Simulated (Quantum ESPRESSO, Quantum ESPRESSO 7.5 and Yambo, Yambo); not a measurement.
# How the form of the self-energy moves the gap of InP (F-43m)

How much does the gap of InP (F-43m) depend on the approximation to the self-energy?

Method: PBE and many-body steps on it, plane waves, in Quantum ESPRESSO 7.5 and Yambo 5.3.0.

## 1. The starting structure

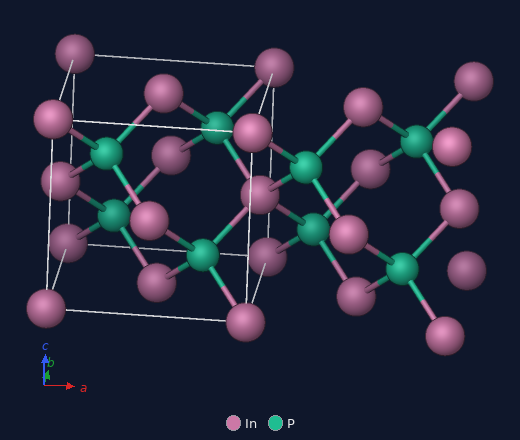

Start, viewed slightly off an axis; indium pink, phosphorus teal. 2×1×1 cells are drawn. This picture shows the conventional cell, with its axes. Bonds to atoms that aren't drawn are left out. Some periodic images of atoms are drawn too.

The cell and positions come from the Crystallography Open Database and are kept as given unless a step says otherwise.

## 2. Empty states on the mesh, 4×4×4 mesh, 609 bands

This step: Quantum ESPRESSO 7.5; DFT, PBE, plane waves, norm-conserving pseudopotentials.

The sums over transitions need many empty states on a uniform mesh; this step solves for them.

Input file pw.in:

```
&control
  calculation = 'nscf'
  prefix = 'x'
  outdir = 'o'
  pseudo_dir = 'pseudo'
/
&system
  ibrav = 0
  nat = 2
  ntyp = 2
  ecutwfc = 80.0
  nbnd = 609
  force_symmorphic = .true.
/
&electrons
  conv_thr = 1e-9
  electron_maxstep = 80
  diago_full_acc = .true.
  diago_thr_init = 5e-6
/
ATOMIC_SPECIES
  In 114.82 In.upf
  P 30.974 P.upf
CELL_PARAMETERS angstrom
  -0.0000000000 2.9343500000 2.9343500000
  2.9343500000 -0.0000000000 2.9343500000
  2.9343500000 2.9343500000 -0.0000000000
ATOMIC_POSITIONS crystal
  In 0.0000000000 0.0000000000 0.0000000000
  P 0.2500000000 0.2500000000 0.2500000000
K_POINTS automatic
  4 4 4 0 0 0
```

The run is started by

```console
$ OMP_NUM_THREADS=1 mpirun -n 4 pw.x -nk 4 -in pw.in > pw.out
```

What it wrote:

```text
Program PWSCF v.7.5 starts

     This program is part of the open-source Quantum ESPRESSO suite
     for quantum simulation of materials; please cite
         "P. Giannozzi et al., J. Phys.:Condens. Matter 21 395502 (2009);
         "P. Giannozzi et al., J. Phys.:Condens. Matter 29 465901 (2017);
         "P. Giannozzi et al., J. Chem. Phys. 152 154105 (2020);
     in publications or presentations arising from this work. More details at

     Atomic positions and unit cell read from directory:
     o/x.save/

     Message from routine setup:
[...]
298.5774

          k =-0.3536-0.3536 0.3536 (  4140 PWs)   bands (ev):

[...]
64.4159  66.7542  66.7542  66.8024  67.0517  67.0517  68.1622  68.8442
     [... 65 further rows ...]
   295.5359 295.7417 295.8382 295.8382 295.8654 296.1767 296.2088 297.1051
   297.3231

          k = 0.3536 0.0000 0.0000 (  4088 PWs)   bands (ev):

     [... further k-points ...]

     highest occupied, lowest unoccupied level (ev):     8.2604    8.9469

     XML data file, pseudopotentials, collected wavefunctions

=------------------------------------------------------------------------------=
   JOB DONE.
=------------------------------------------------------------------------------=
```

It took 65 s on 4 MPI ranks of Intel Xeon Platinum 8559C (Emerald Rapids), shared host; peak memory 1.3 GiB; 4.3 min of CPU time.

Numbers from this step:

| Quantity | Value |
| --- | --- |
| gap | 0.6864 eV |
| k of the valence top | 0, 0, 0 |
| k of the conduction bottom | 0, 0, 0 |
| least direct gap | 0.6864 eV |
| k points computed | 8 |
| lowest point of the top converged band, above the valence top | 287.7155 eV |

On this mesh the gap is 0.686 eV.

The density comes from a self-consistent run that is not shown.

## 3. Conversion and set-up

This step: Yambo 5.3.0; conversion and set-up on PBE, plane waves, norm-conserving pseudopotentials.

The states are converted to the many-body program's format and the q mesh is built.

The run is started by

```console
$ (cd o/x.save; p2y > p2y.log; mv SAVE ../..); yambo > setup.log
```

What it wrote:

```text
 Yambo, version 5.3.0

 [02] CORE Variables Setup
 =========================

  [02.01] Unit cells
  ==================

  Cell kind             :  FCC
  Atoms in the cell     :  In  P
  number of In atoms    :  1
  number of P  atoms    :  1

  List of atomic masses
  Mass of In    :  114.8200
  Mass of P     :  30.97400

  List of atomic coordinates    : [cc]
  In1       :  0.000000  0.000000  0.000000  order 1
  P1       :  2.772559  2.772559  2.772559  order 2

  Alat factors          :  5.545118  5.545118  5.545118 [a.u.]
  Direct lattice volume :  341.0062 [a.u.]
[...]
==========================================

 IBZ Q-points                                      :   8
 BZ  Q-points                                      :   64

 K/Q-points units:
 rlu = crystal or reduced units; cc = cartesian coordinates; iku = interal k-units

 Q [1]          [rlu]:  0.000000  0.000000  0.000000
 Q [2]          [rlu]:  0.92257E-17  0.92257E-17  0.25000
 Q [3]          [rlu]: -0.18451E-16 -0.18451E-16 -0.50000
[...]
Q [7]          [rlu]: -0.40653E-17 -0.50000     -0.50000
 Q [8]          [rlu]:  0.250000 -0.500000 -0.250000

  [03.01] X indexes
  =================

   [03.01.01] Sigma indexes
   ========================

 [06] Game Over & Game summary
```

Run time: 3.3 s. Hardware: 1 MPI rank; peak memory 0.25 GiB.

## 4. G0W0, Godby-Needs plasmon pole

Now the one-shot GW correction: screening in the RPA, then the self-energy of the levels asked for.

This step: G0W0 on PBE, plane waves, norm-conserving pseudopotentials.

Input file gw2.in:

```
HF_and_locXC
gw0
dyson
ppa
em1d
rim_cut
RandQpts= 1000000
RandGvec= 1 RL
EXXRLvcs= 80 Ry
VXCRLvcs= 320 Ry
Chimod= "HARTREE"
% BndsRnXp
 1 | 256 |
%
NGsBlkXp= 17 Ry
% LongDrXp
 1 | 1 | 1 |
%
% GbndRnge
 1 | 256 |
%
DysSolver= "n"
ExtendOut
PPAPntXp= 27.21138 eV
% QPkrange
 1 | 1 | 12 | 15 |
%
```

The run is started by

```console
$ OMP_NUM_THREADS=1 mpirun -n 4 yambo -F gw2.in -J gw2 -C gw2 > gw2.log
```

What it wrote:

```text
 Yambo, version 5.3.0

 [02] CORE Variables Setup
 =========================

  [... cell, symmetries and grids as in the set-up ...]

  [02.05] Energies & Occupations
  ==============================

  [X] === General ===
  [X] Electronic Temperature                        :  0.000000  0.000000 [eV K]
  [X] Bosonic    Temperature                        :  0.000000  0.000000 [eV K]
  [X] Finite Temperature mode                       : no
  [X] El. density                                   :  0.51453E+24 [cm-3]
  [X] Fermi Level                                   :  8.260446 [eV]

  [X] === Gaps and Widths ===
  [X] Conduction Band Min                           :  0.686430 [eV]
  [X] Valence Band Max                              :  0.000000 [eV]
  [X] Filled Bands                                  :  13
  [X] Empty Bands                                   :    14   609
  [X] Direct Gap                                    :  0.686430 [eV]
  [X] Direct Gap localized at k                     :  1
  [X] Indirect Gap                                  :  0.686430 [eV]
  [X] Indirect Gap between kpts                     :  1  1
  [X] Last valence band width                       :  2.892736 [eV]
  [X] 1st conduction band width                     :  3.606218 [eV]

 [03] Transferred momenta grid and indexing
 ==========================================

 IBZ Q-points                                      :   8
 BZ  Q-points                                      :   64

 K/Q-points units:
 rlu = crystal or reduced units; cc = cartesian coordinates; iku = interal k-units

 Q [1]          [rlu]:  0.000000  0.000000  0.000000
 Q [2]          [rlu]:  0.92257E-17  0.92257E-17  0.25000
 Q [3]          [rlu]: -0.18451E-16 -0.18451E-16 -0.50000
 Q [4]          [rlu]:  0.20327E-17  0.25000      0.25000
 Q [5]          [rlu]: -0.25051E-16  0.25000      0.50000
 Q [6]          [rlu]: -0.73963E-16  0.25000     -0.25000
 Q [7]          [rlu]: -0.40653E-17 -0.50000     -0.50000
 Q [8]          [rlu]:  0.250000 -0.500000 -0.250000

 [04] Coloumb potential Random Integration (RIM)
 ===============================================

  [04.01] RIM initialization
  ==========================

  * Diagonal components only detected *

  8 x (sBL volume)        :  0.090926 [a.u.]
  sBZ random points       :  1000000
  Points outside the sBZ  :   7987327
  RL volume               :  0.727407 [a.u.]
  Integrated volume       :  0.728561 [a.u.]

  [04.02] RIM integrals
  =====================

  Gamma point sphere radius             :  0.081567 [a.u.]
  Points outside the sphere             :   799513
  [Int_sBZ(q=0) 1/q^2]*(Vol_sBZ)^(-1/3) =:  7.764325
                                 should be <:  7.795600

  Summary of Coulomb integrals for non-metallic bands |Q|[au] RIM/Bare

  Q [1] 0.100000E-4 0.995988 * Q [2] 0.245324 1.066027
  Q [4] 0.283276 1.064776 * Q [6] 0.400612 1.027388
  Q [5] 0.469759 1.020443 * Q [3] 0.490648 1.018189
  Q [7] 0.566551 1.014848 * Q [8] 0.633423 1.011845

 [WARNING] [Xp] User bands 1-256 break level degeneracy

 [05] Dipoles
 ============

  [05.01] Setup: observables and procedures
  =========================================

 [06] Dynamic Dielectric Matrix (PPA)
 ====================================

 [WR./gw2//ndb.pp]---------------------------------------------------------------
  Brillouin Zone Q/K grids (IBZ/BZ)                :    8   64    8   64
  RL vectors                                       :   5029 [WF]
  Coulomb cutoff potential                         : none
  Electronic Temperature                           :  0.000000 [K]
  Bosonic    Temperature                           :  0.000000 [K]
  PPA    diel. fun.  energies                      : Perdew, Burke & Ernzerhof(X)+Perdew, Burke & Ernzerhof(C)
  wavefunctions                                    : Perdew, Burke & Ernzerhof(X)+Perdew, Burke & Ernzerhof(C)
  Global Gauge                                     : length
  X matrix size                                    :   459
  X band range                                     :    1  256
  X e/h energy range                               : -1.000000 -1.000000 [eV]
  X Time ordering                                  : R
  X Hxc Kernel                                     : HARTREE
  X Drude frequency                                :  0.000000  0.000000
  X poles                                          :  100.0000 [o/o]
  RL vectors in the sum                            :   5029
  [r,Vnl] included                                 : yes
  Field direction                                  :  0.577350E-5  0.577350E-5  0.577350E-5
  BZ energy Double Grid                            : no
  BZ energy DbGd points                            : 0
  BZ Q point size factor                           : -1.000000
  X Optical Averaged directions                    : none

 [07] Local Exchange-Correlation + Non-Local Fock
 ================================================

 [VXC] Plane waves :   33079
 [EXS] Plane waves :   4279

 QP @ state[ 1 ] K range:  1  1
 QP @ state[ 1 ] b range:  12  15

 [xc] Functional : Perdew, Burke & Ernzerhof(X)+Perdew, Burke & Ernzerhof(C)
 [xc] LIBXC used to calculate xc functional
  PP Number of Atomic Species                      :  2
  NLCC RL compoments                               :   33079
  PP Number of Atomic Species                      :  2
  NLCC RL compoments                               :   33079

 [xc] E_xc :  -18.18593 [Ha]
      E_xc :  -36.37186 [Ry]

  Local XC kind (lXC) : Perdew, Burke & Ernzerhof(X)+Perdew, Burke & Ernzerhof(C)
  Non-Local XC kind (nlXC) : Hartree-Fock

  Corrections @ K [1] :  [eV]
 <12|nlXC|12> = -14.70522  0.18346E-16 <12|lXC|12> = -12.90482  0.000000
 <13|nlXC|13> = -14.70532  0.81267E-17 <13|lXC|13> = -12.90482  0.000000
 <14|nlXC|14> = -7.812627  0.19826E-17 <14|lXC|14> = -11.73024  0.000000
 <15|nlXC|15> = -6.358374  0.11220E-18 <15|lXC|15> = -10.77631 -0.37763E-15

 [08] Dyson equation: Newton solver
 ==================================

  [08.01] G0W0 (W PPA)
  ====================

  [  GW  ] Bands range     :    1  256
  [GW/PPA] G damping       :  0.100000 [eV]

  QP @ state[ 1 ] K range:  1  1
  QP @ state[ 1 ] b range:  12  15

   Sc/G bands                                       :    1  256
   Sc/G damping                                     :  0.100000 ev
   Sc bands terminator                              : no
   Sx RL components                                 :   4279

   QP @ state[ 1 ] K range                          :  1  1
   QP @ state[ 1 ] b range                          :  12  15
   GF energies kind                                 : Perdew, Burke & Ernzerhof(X)+Perdew, Burke & Ernzerhof(C)
   GF WF`s kind                                     : Perdew, Burke & Ernzerhof(X)+Perdew, Burke & Ernzerhof(C)
   Xs energies kind                                 : Perdew, Burke & Ernzerhof(X)+Perdew, Burke & Ernzerhof(C)
   Xs WF`s kind                                     : Perdew, Burke & Ernzerhof(X)+Perdew, Burke & Ernzerhof(C)

 [11] Game Over & Game summary
```

Wall time 5 min (4 MPI ranks); peak memory 2.1 GiB; 20 min of CPU time.

This step gave:

```yaml
g0w0_gap_on_the_points_computed: 1.384 eV
starting_gap_on_the_mesh: 0.6864 eV
k_of_the_valence_top: 0, 0, 0
k_of_the_conduction_bottom: 0, 0, 0
least_direct_g0w0_gap_on_the_computed_points: 1.384 eV
z_at_the_valence_top: 0.7799
z_at_the_conduction_bottom: 0.7935
```

The gap on the mesh goes from 0.69 eV to 1.38 eV, a correction of +0.70 eV.

## 5. One-shot COHSEX

This step: one-shot COHSEX on PBE, plane waves, norm-conserving pseudopotentials.

Input file gw4.in:

```
HF_and_locXC
gw0
dyson
cohsex
em1s
rim_cut
RandQpts= 1000000
RandGvec= 1 RL
EXXRLvcs= 80 Ry
VXCRLvcs= 320 Ry
Chimod= "HARTREE"
% BndsRnXs
 1 | 256 |
%
NGsBlkXs= 17 Ry
% LongDrXs
 1 | 1 | 1 |
%
% GbndRnge
 1 | 256 |
%
DysSolver= "n"
ExtendOut
% QPkrange
 1 | 1 | 12 | 15 |
%
```

The run is started by

```console
$ OMP_NUM_THREADS=1 mpirun -n 4 yambo -F gw4.in -J gw4 -C gw4 > gw4.log
```

What it wrote:

```text
 Yambo, version 5.3.0

 [02] CORE Variables Setup
 =========================

  [... cell, symmetries and grids as in the set-up ...]

  [02.05] Energies & Occupations
  ==============================

  [X] === General ===
  [X] Electronic Temperature                        :  0.000000  0.000000 [eV K]
  [X] Bosonic    Temperature                        :  0.000000  0.000000 [eV K]
  [X] Finite Temperature mode                       : no
  [X] El. density                                   :  0.51453E+24 [cm-3]
  [X] Fermi Level                                   :  8.260446 [eV]

  [X] === Gaps and Widths ===
  [X] Conduction Band Min                           :  0.686430 [eV]
  [X] Valence Band Max                              :  0.000000 [eV]
  [X] Filled Bands                                  :  13
  [X] Empty Bands                                   :    14   609
  [X] Direct Gap                                    :  0.686430 [eV]
  [X] Direct Gap localized at k                     :  1
  [X] Indirect Gap                                  :  0.686430 [eV]
  [X] Indirect Gap between kpts                     :  1  1
  [X] Last valence band width                       :  2.892736 [eV]
  [X] 1st conduction band width                     :  3.606218 [eV]

 [03] Transferred momenta grid and indexing
 ==========================================

 IBZ Q-points                                      :   8
 BZ  Q-points                                      :   64

 K/Q-points units:
 rlu = crystal or reduced units; cc = cartesian coordinates; iku = interal k-units

 Q [1]          [rlu]:  0.000000  0.000000  0.000000
 Q [2]          [rlu]:  0.92257E-17  0.92257E-17  0.25000
 Q [3]          [rlu]: -0.18451E-16 -0.18451E-16 -0.50000
[...]
BZ Q point size factor                           : -1.000000
  X Optical Averaged directions                    : none

 [07] Local Exchange-Correlation + Non-Local Fock
 ================================================

 [VXC] Plane waves :   33079
 [EXS] Plane waves :   4279

 QP @ state[ 1 ] K range:  1  1
 QP @ state[ 1 ] b range:  12  15

 [xc] Functional : Perdew, Burke & Ernzerhof(X)+Perdew, Burke & Ernzerhof(C)
 [xc] LIBXC used to calculate xc functional
  PP Number of Atomic Species                      :  2
  NLCC RL compoments                               :   33079
  PP Number of Atomic Species                      :  2
  NLCC RL compoments                               :   33079

 [xc] E_xc :  -18.18593 [Ha]
      E_xc :  -36.37186 [Ry]

  Local XC kind (lXC) : Perdew, Burke & Ernzerhof(X)+Perdew, Burke & Ernzerhof(C)
  Non-Local XC kind (nlXC) : Hartree-Fock

  Corrections @ K [1] :  [eV]
 <12|nlXC|12> = -14.70522  0.18346E-16 <12|lXC|12> = -12.90482  0.000000
 <13|nlXC|13> = -14.70532  0.81267E-17 <13|lXC|13> = -12.90482  0.000000
 <14|nlXC|14> = -7.812627  0.19826E-17 <14|lXC|14> = -11.73024  0.000000
 <15|nlXC|15> = -6.358374  0.11220E-18 <15|lXC|15> = -10.77631 -0.37763E-15

 [08] Dyson equation: Newton solver
 ==================================

 [Newton] Sc step       :  0.100000 [eV]
 [Newton] Sc steps      :  1

  [08.01] G0W0 (COHSEX)
  =====================

  [  GW  ] Bands range     :   1  15

  QP @ state[ 1 ] K range:  1  1
  QP @ state[ 1 ] b range:  12  15

   Sc Empty Bands                                   : no
   Sc bands terminator                              : no
   Sx RL components                                 :   4279

   QP @ state[ 1 ] K range                          :  1  1
   QP @ state[ 1 ] b range                          :  12  15
   GF WF`s kind                                     : Perdew, Burke & Ernzerhof(X)+Perdew, Burke & Ernzerhof(C)
   Xs energies kind                                 : Perdew, Burke & Ernzerhof(X)+Perdew, Burke & Ernzerhof(C)
   Xs WF`s kind                                     : Perdew, Burke & Ernzerhof(X)+Perdew, Burke & Ernzerhof(C)

 [11] Game Over & Game summary
```

Run time: 3 min. Hardware: 4 MPI ranks; peak memory 2 GiB.

This step gave:

| Item | Value |
| --- | --- |
| quasiparticle gap on the points computed | 1.717 eV |
| starting gap on the mesh | 0.6864 eV |
| k of the valence top | 0, 0, 0 |
| k of the conduction bottom | 0, 0, 0 |
| least direct quasiparticle gap on the computed points | 1.717 eV |
| Z at the valence top | 1 |
| Z at the conduction bottom | 1 |

Against G0W0 in Yambo (4×4×4 mesh, 256 bands, screening to 231.3 eV, Godby-Needs plasmon pole), the gap moves by +0.333 eV.

## 6. One-shot Hartree-Fock

This step: one-shot Hartree-Fock on PBE, plane waves, norm-conserving pseudopotentials.

Input file gw5.in:

```
HF_and_locXC
rim_cut
RandQpts= 1000000
RandGvec= 1 RL
EXXRLvcs= 80 Ry
VXCRLvcs= 320 Ry
% QPkrange
 1 | 1 | 12 | 15 |
%
```

The run is started by

```console
$ OMP_NUM_THREADS=1 mpirun -n 4 yambo -F gw5.in -J gw5 -C gw5 > gw5.log
```

What it wrote:

```text
 Yambo, version 5.3.0

 [02] CORE Variables Setup
 =========================

  [... cell, symmetries and grids as in the set-up ...]

  [02.05] Energies & Occupations
  ==============================

  [X] === General ===
  [X] Electronic Temperature                        :  0.000000  0.000000 [eV K]
  [X] Bosonic    Temperature                        :  0.000000  0.000000 [eV K]
  [X] Finite Temperature mode                       : no
  [X] El. density                                   :  0.51453E+24 [cm-3]
[...]
PP Number of Atomic Species                      :  2
  NLCC RL compoments                               :   33079

 [xc] E_xc :  -18.18593 [Ha]
      E_xc :  -36.37186 [Ry]

  Local XC kind (lXC) : Perdew, Burke & Ernzerhof(X)+Perdew, Burke & Ernzerhof(C)
  Non-Local XC kind (nlXC) : Hartree-Fock

  Corrections @ K [1] :  [eV]
 <12|nlXC|12> = -14.70522  0.18346E-16 <12|lXC|12> = -12.90482  0.000000
 <13|nlXC|13> = -14.70532  0.81267E-17 <13|lXC|13> = -12.90482  0.000000
 <14|nlXC|14> = -7.812627  0.19826E-17 <14|lXC|14> = -11.73024  0.000000
 <15|nlXC|15> = -6.358374  0.11220E-18 <15|lXC|15> = -10.77631 -0.37763E-15

 [08] Game Over & Game summary
```

Elapsed: 4.2 s, on 4 MPI ranks; peak memory 1.6 GiB.

Numbers from this step:

```yaml
quasiparticle_gap_on_the_mesh: 6.404 eV
starting_gap_on_the_mesh: 0.6864 eV
k_of_the_valence_top: 0, 0, 0
k_of_the_conduction_bottom: 0, 0, 0
least_direct_quasiparticle_gap_on_the_computed_points: 6.404 eV
```

Against G0W0 in Yambo (4×4×4 mesh, 256 bands, screening to 231.3 eV, Godby-Needs plasmon pole), the gap moves by +5.020 eV.

## 7. The runs together

Times are wall times on 4 MPI ranks of Intel Xeon Platinum 8559C (Emerald Rapids), shared host, good to a factor of about two.

```csv
run,mesh,bands,screening cutoff (eV),DFT gap (eV),gap on the mesh (eV),direct (eV),time
"G0W0, Godby-Needs plasmon pole",4×4×4,256,231.3,0.686,1.384,1.384,5 min
one-shot COHSEX,4×4×4,256,231.3,0.686,1.717,1.717,3 min
one-shot Hartree-Fock,4×4×4,-,-,0.686,6.404,6.404,4.2 s
```

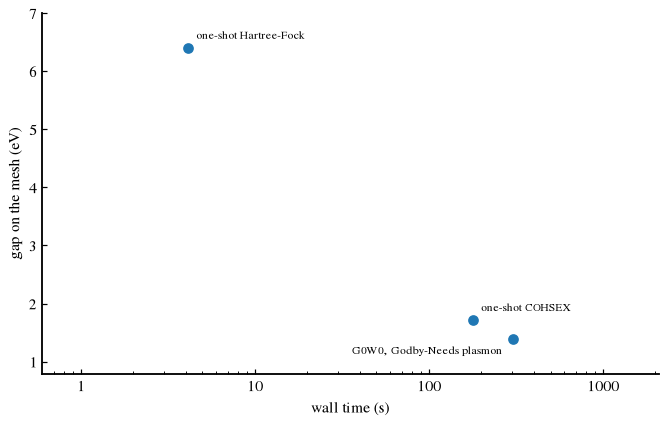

Result against wall time.

## 8. Summary of results

```yaml
g0w0_godby_needs_plasmon_pole: 1.384 eV
one_shot_cohsex: 1.717 eV
one_shot_hartree_fock: 6.404 eV
known_limits: not at the basis limit; no spin-orbit coupling; coarse k mesh
```

In words: One-shot COHSEX: +0.333 eV against G0W0, Godby-Needs plasmon pole. One-shot Hartree-Fock: +5.020 eV against G0W0, Godby-Needs plasmon pole. Bare exchange alone opens the gap to 6.40 eV; against G0W0, correlation takes back 5.02 eV. Static COHSEX lies above G0W0: it lacks the factor Z and overstates the Coulomb hole of the filled states. Bands and cutoff are finite, so the gap is not at the basis limit. The miss can reach some tenths of an eV and take either sign; the mesh is an error of its own. The 4×4×4 mesh is coarse for this cell, which bears on the long-range parts of exchange and screening. The many-body steps are scalar-relativistic: spin-orbit coupling is not in them.

[Paths, hosts, dates, memory and timing lines, banners, echoed tables and standing remarks are left out of the program output.]

[Logs are printed without paths, hosts, clocks, repeated set-up lines and the standing remarks that a program may print on its own settings, such as how far it seeks lower states.]

[Runs of the session that timed out or met a known fault of the program may be left out.]

[Hosts, paths, dates, database ids (printed as entryN), source tags and the programs' standing remarks are cut or masked in the printed files.]
